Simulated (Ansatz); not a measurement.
Dissociation curve of B(Br)3, SMILES BrB(Br)Br. The B1–Br4 bond (B1 also carries Br, Br; Br4 carries nothing else) is stretched with both fragments frozen at the PBE0/def2-TZVP optimised geometry.

Levels of theory: RKS-PBE = restricted PBE/cc-pVDZ in Ansatz (a program for electronic structure); RKS-PBE0 = restricted PBE0/cc-pVDZ (Ansatz); UKS-PBE = Ansatz with unrestricted PBE/cc-pVDZ; UKS-PBE0 = unrestricted PBE0/cc-pVDZ in Ansatz; UCCSD(T) = CCSD(T) on UHF/cc-pVDZ, cores with 3d frozen (Ansatz).

Cost and agreement with UCCSD(T) over the 16 points of the scan, with UCCSD(T) as yardstick. Costs are rough ratios of core time within Ansatz on shared cores, each with its mean field (Kohn-Sham runs search longer for lower solutions than correlated ones do); the miss is the largest difference from UCCSD(T) of the curve after the mean shift, in mEh.

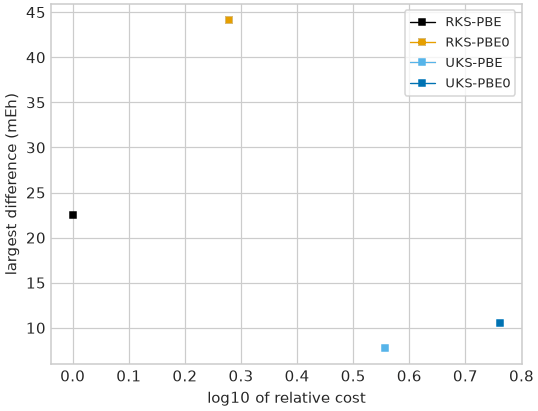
*Miss against cost, one point a level.*

```tsv
level	relative cost	largest difference
RKS-PBE	1	22.5
RKS-PBE0	2	44.1
UKS-PBE	4	7.8
UKS-PBE0	6	10.5
```

Costs within a factor of two of each other count as equal.

The restricted form behind RKS-PBE, RKS-PBE0 keeps the bonding electrons paired and can't separate into open-shell fragments. The unrestricted determinant behind UKS-PBE is spin-contaminated at 3.50 to 5.55 Å (<S²> up to 0.8, against 0.00 for a pure singlet). The unrestricted determinant behind UKS-PBE0 is spin-contaminated at 3.09 to 5.55 Å (<S²> up to 1.0, against 0.00 for a pure singlet). The unrestricted determinant behind UCCSD(T) is spin-contaminated at 2.77 to 5.55 Å (<S²> up to 1.0, against 0.00 for a pure singlet).
